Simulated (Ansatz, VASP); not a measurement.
# CdS (Hawleyite) in two plane-wave programs

Aim: how closely do two programs agree when they are given the same cell, functional and k mesh?

Method: plane waves, with VASP 6.6.1 beside it; G0W0 gap at PBE, in Ansatz 0.2.0.

## 1. Starting point

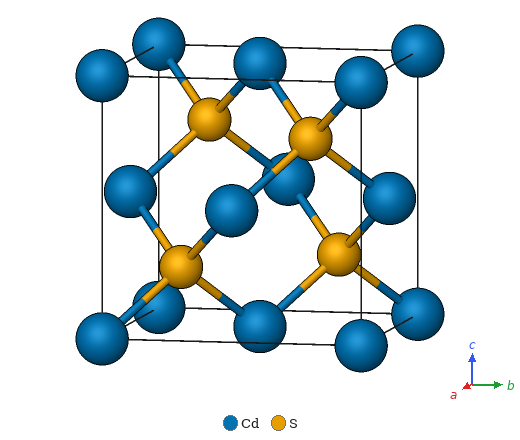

The cell as given, slightly off an axis (cadmium blue, sulfur orange). This picture shows the conventional cell, with its axes. Bonds to atoms that aren't drawn are left out. Some periodic images of atoms are drawn too.

## 2. Ansatz: G0W0 gap, PBE

Ansatz runs on its default PAW (the set named soft_2) files.

Quasiparticle shifts depend on high empty states and on the cores, so they are the hardest test of two PAW sets.

input.yaml

```yaml
crystal:
  lattice:
    - [0.0, 2.9582, 2.9582]
    - [2.9582, 0.0, 2.9582]
    - [2.9582, 2.9582, 0.0]
  atoms:
    - { symbol: Cd, position: [0.0, 0.0, 0.0] }
    - { symbol: S, position: [0.25, 0.25, 0.25] }
hamiltonian:
  xc: pbe
  pseudopotentials: { kind: paw }
kpoints:
  mp_grid: { grid: [6, 6, 6] }
scf:
  occupations: { method: fixed }
gw:
  n_empty_bands: 111
  ecut_chi: 100.0
  qp_bands: [v2, c2]
  qp_kpoints: band_edges
  screening: { model: contour_deformation }
```

The run is started by

```sh
$ ansatz run input.yaml --threads 4 --pin off --max-ram 9216MiB --backend cpu --events-out ev --progress --plain --runs-dir out
```

Numbers of over 12 decimals in the logs are rounded to 6 here.

What it wrote:

```text
Engine: ansatz 0.2.0, aarch64-unknown-linux-gnu
Pseudopotentials: kind: paw
Pseudopotential: Cd, paw, valence charge 20, recommended cutoff 420 eV (normal), Cd.paw.azcp
Pseudopotential: S, paw, valence charge 6, recommended cutoff 420 eV (normal), S.paw.azcp
Functional definition: PBE
  parameter kappa = 0.804
  parameter beta = 0.066725
  exchange = pbe_x(kappa = kappa, mu = beta*pi^2/3)
  correlation = pbe_c(beta = beta)
Crystal: 2 atoms, lattice volume = 51.774 Å³
Basis set: ecut = 420 eV, 965 PW (Γ)
Bands: 17, of which v1, the nominal top of the filled ones, is band 13 counted from 1 (12 counted from 0)
Symmetry: 24 space group operations
Space group: F-43m (ITA 216), of the structure as read, at distance tolerance 3.7e-5 Å
k-points: 16 of 216 (time reversal used)
Non-local potential: Cd, projectors of the file, l = 0: 3, l = 1: 2, l = 2: 2, l = 3: 1
Non-local potential: S, projectors of the file, l = 0: 2, l = 1: 2, l = 2: 2
PAW form: soft (Blöchl's): semilocal exchange-correlation on the pseudo side does not see the compensation charge
PAW one-centre angular grid: Cd, 590 points (default); XC on 64 Gauss nodes
PAW one-centre angular grid: S, 110 points (default); XC on 64 Gauss nodes
Initial density: superposition of atomic densities (neutral atoms: chi_scale 0, normalization atom), corrected by the library's trained network
Initial wavefunctions: pseudopotential atomic-orbital guess
Functional: x = pbe(κ = 0.804, μ = 0.219515), c = pbe(β = 0.066725)
SCF iter   1: F=—  HF=-9157.825482 eV  |F-HF|=—  |Δ(HF+E_count)|=         —  Δρ=5.50e-4  dr2=2.25e-4  ethr=1.77e-3  ⟨swp⟩=4.8  Hψ=1169  notcnv=0  defer=29
preconditioner: auto → none  [insulator: Δε(μ)=1.046 eV  Ē_g=12.195 eV  n_scr=14 (ndim 8)  ℏωp=21.9 eV  f_vac=0.139  ε∞_Penn≈4.2]
SCF iter   2: F=—  HF=-9157.826117 eV  |F-HF|=—  |Δ(HF+E_count)|=   6.35e-4  Δρ=3.11e-4  dr2=2.86e-5  ethr=8.67e-7  ⟨swp⟩=2.8  Hψ=668  notcnv=0  defer=29
SCF iter   3: F=—  HF=-9157.826132 eV  |F-HF|=—  |Δ(HF+E_count)|=   1.48e-5  Δρ=1.11e-4  dr2=2.74e-6  ethr=1.10e-7  ⟨swp⟩=2.0  Hψ=400  notcnv=0  defer=29
SCF iter   4: F=—  HF=-9157.826150 eV  |F-HF|=—  |Δ(HF+E_count)|=   1.83e-5  Δρ=3.29e-5  dr2=2.42e-7  ethr=1.05e-8  ⟨swp⟩=2.0  Hψ=416  notcnv=0  defer=29
iter 5 did not close the SCF: its close was put off for the readings that it lacked (scf_convergence_deferred on its scf_iter line)
SCF iter   5: F=-9157.826152 eV  HF=-9157.826152 eV  |F-HF|=5.32e-8  |Δ(HF+E_count)|=   2.03e-6  Δρ=6.06e-6  dr2=2.32e-8  ethr=9.32e-10  ⟨swp⟩=2.0  Hψ=416  notcnv=0  defer=30
SCF iter   6: F=-9157.826152 eV  HF=-9157.826152 eV  |F-HF|=2.24e-9  |Δ(HF+E_count)|=   6.50e-8  Δρ=2.53e-6  dr2=2.55e-9  ethr=8.93e-11  ⟨swp⟩=3.9  Hψ=1121  notcnv=0
SCF 1 converged in 6 iterations: F = -9157.826152 eV  dr2 = 2.55e-9
  greatest PAW one-centre occupation: 1.000 electrons in one spin orbital (limit 2), on the Cd atom at site 0 (counted from 0), in its partial waves of l = 0
NSCF: frozen V_eff on 16 k-points
G₀W₀ screening: q 1/16
G₀W₀ screening: q 2/16 (q-point 6)
G₀W₀ screening: q 3/16 (q-point 7)
G₀W₀ screening: q 4/16 (q-point 8)
G₀W₀ screening: q 5/16 (q-point 11)
G₀W₀ screening: q 6/16 (q-point 14)
G₀W₀ screening: q 7/16 (q-point 15)
G₀W₀ screening: q 8/16 (q-point 9)
G₀W₀ screening: q 9/16 (q-point 12)
G₀W₀ screening: q 10/16 (q-point 16)
G₀W₀ screening: q 11/16 (q-point 2)
G₀W₀ screening: q 12/16 (q-point 3)
G₀W₀ screening: q 13/16 (q-point 5)
G₀W₀ screening: q 14/16 (q-point 10)
G₀W₀ screening: q 15/16 (q-point 4)
G₀W₀ screening: q 16/16 (q-point 13)
G₀W₀ self-energy: k 1/8
G₀W₀ self-energy: k 2/8
G₀W₀ self-energy: k 3/8
G₀W₀ self-energy: k 4/8
G₀W₀ self-energy: k 5/8
G₀W₀ self-energy: k 6/8
G₀W₀ self-energy: k 7/8
G₀W₀ self-energy: k 8/8
NSCF: frozen V_eff on 1 k-points
NSCF: frozen V_eff on 1 k-points
SCF converged after 6 iterations
Free energy (F): -9157.826152 eV
Harris-Foulkes:  -9157.826152 eV  (|F-HF|=2.24e-9)
Internal energy: -9157.826152 eV  (E = F + TS)
E sigma→0 (E₀):  -9157.826152 eV
Fermi energy:    6.325038 eV
--- Per-component energies (eV) ---
  E_band       = -519.154685
  E_kinetic    = 610.977364
  E_local      = -4075.294512  (includes V_loc(G=0)·N_el)
  E_nonlocal   = 62.192198
  E_hartree    = 1868.505542
  E_xc         = -273.461560
  E_vxc        = -308.518189  (∫ρ·V_xc dr)
  E_paw        = -4683.894426  (= ΣΔE_a)
  E_vpaw       = -545.521722  (= ΣTr[D̂ρ^β])
  E_aug_tail   = 0.000016  (compensation charges beyond the density's cutoff)
  E_ewald      = -2666.850774
  E_smearing   = -0.000000  (= −TS)
  E_closure    = 0.000000  (closes the sum)
  Σ components = -9157.826152   (vs F -9157.826152, Δ=0.00e0)
--- Band table (eV; the first three rows and the last of 16) ---
  k-point 0: bands = [... 9 lower, -0.8311, 6.3250, 6.3250, 6.3250, 7.3768, 12.8551, 12.8551, 12.8551]
  k-point 1: bands = [... 9 lower, -0.8316, 4.8656, 6.1368, 6.1368, 8.5335, 12.4944, 13.1538, 13.1538]
  k-point 2: bands = [... 9 lower, -0.8163, 3.0836, 5.7933, 5.7933, 9.2207, 12.9476, 13.3787, 13.3787]
  k-point 15: bands = [... 9 lower, -0.3044, 2.6088, 4.3271, 4.3622, 11.0740, 11.2881, 14.3857, 14.6408]
--- G₀W₀: contour deformation, 7 samples at zero and on the imaginary axis and 3 off it, 216 q-points, 111 empty bands' worth ---
  eigenvalues of the whole cell's RPA ε∞ on this k-mesh (on a slab, of 1 + 4πα/V) = 7.2918, 7.2918, 7.2918; static W/v taken at q = 0 is 0.137141
  bands read: the sum over 124 bands ends inside a degenerate multiplet in 2 slots, whose members it reads at an even weight; the widest, k=0: bands 123 to 125 (counted from 1) at 2/3 each
  gw.qp_kpoints: band_edges: 8 of 16 stored k-points solved, in 1 pass; an edge of the gap read off the rows below is read off those points alone
    valence top: of the k-points left out ik 7 came nearest to being solved in a further pass, in band 13 (counted from 1, as in the quasiparticle table): it holds the edge there only if its correction is more favourable than any solved in that band by at least 0.705 eV; those differ by 0.155 eV
    conduction bottom: of the k-points left out ik 5 came nearest to being solved in a further pass, in band 14 (counted from 1, as in the quasiparticle table): it holds the edge there only if its correction is more favourable than any solved in that band by at least 2.387 eV; those differ by 0.288 eV
    ik  band        ε_KS         Σx   Σc(E_QP)       V_xc       Z   E_QP_lin       E_QP  E_QP is
     0    12      6.3250   -20.5540     2.2671   -17.7750  0.7381     5.8010     5.8132  root
     0    13      6.3250   -20.5540     2.2671   -17.7750  0.7381     5.8010     5.8132  root
     0    14      7.3768    -8.6508    -3.4323   -12.2844  0.7817     7.5794     7.5781  root
     0    15     12.8551    -6.3315    -4.3891   -11.1384  0.7606    13.2808    13.2729  root
     1    12      6.1368   -20.2725     2.3214   -17.4164  0.7367     5.5883     5.6021  root
     1    13      6.1368   -20.2725     2.3214   -17.4164  0.7367     5.5883     5.6021  root
     1    14      8.5335    -9.4797    -3.4276   -13.1758  0.7699     8.8045     8.8020  root
     1    15     12.4944    -6.5396    -4.3167   -11.2220  0.7598    12.8661    12.8600  root
     2    12      5.7933   -19.7678     2.4232   -16.7725  0.7336     5.2043     5.2212  root
     2    13      5.7933   -19.7678     2.4232   -16.7725  0.7336     5.2043     5.2212  root
     2    14      9.2207    -8.2763    -3.8752   -12.5028  0.7733     9.5768     9.5720  root
     2    15     12.9476    -6.9403    -4.5215   -11.7693  0.7398    13.2596    13.2550  root
     3    12      5.6335   -19.5181     2.4668   -16.4640  0.7320     5.0278     5.0461  root
     3    13      5.6335   -19.5181     2.4668   -16.4640  0.7320     5.0278     5.0461  root
     3    14      9.2707    -8.0773    -3.8978   -12.3329  0.7764     9.6335     9.6285  root
     3    15     13.3130    -6.4360    -4.4037   -11.2241  0.7542    13.7047    13.6974  root
     4    12      5.8288   -19.8080     2.3936   -16.8469  0.7343     5.2447     5.2612  root
     4    13      5.8288   -19.8080     2.3936   -16.8469  0.7343     5.2447     5.2612  root
     4    14      8.9826    -9.8736    -3.4599   -13.6301  0.7642     9.2825     9.2792  root
     4    15     11.8302    -6.2693    -4.1922   -10.8138  0.7694    12.1880    12.1824  root
     8    12      5.2887   -18.9825     2.4992   -15.8663  0.7295     4.6498     4.6718  root
     8    13      6.0203   -20.1206     2.3634   -17.2086  0.7356     5.4569     5.4718  root
     8    14      9.5263    -9.2275    -3.8617   -13.4711  0.7619     9.9143     9.9082  root
     8    15     12.3121    -6.9462    -4.2194   -11.5066  0.7592    12.6581    12.6530  root
     9    12      4.9770   -18.6172     2.6379   -15.3368  0.7242     4.3095     4.3346  root
     9    13      4.9770   -18.6172     2.6379   -15.3368  0.7242     4.3095     4.3346  root
     9    14     10.1769    -7.0910    -3.8013   -11.1013  0.7718    10.3875    10.3859  root
     9    15     10.7337    -8.1023    -4.0979   -12.6449  0.7678    11.1875    11.1785  root
    12    12      4.5920   -18.0112     2.7398   -14.6042  0.7186     3.8960     3.9248  root
    12    13      4.5920   -18.0112     2.7398   -14.6042  0.7186     3.8960     3.9248  root
    12    14      9.9498    -6.2047    -3.5781    -9.8765  0.7860    10.0438    10.0435  root
    12    15     10.6182    -8.7462    -4.0833   -13.3004  0.7656    11.0994    11.0891  root
```

The job ended after 33 s (4 threads of Arm Neoverse V2, shared host; peak memory 0.59 GiB).

(Continued in part 2 of 2.)

[Lines on the potential files, build, host, timing and source positions are cut from VASP's logs without a mark.]

[Logs are printed without paths, hosts, clocks, repeated set-up lines and the standing remarks that a program may print on its own settings, such as how far it seeks lower states.]

[Hosts, paths, dates, database ids (printed as entryN), source tags and the programs' standing remarks are cut or masked in the printed files.]
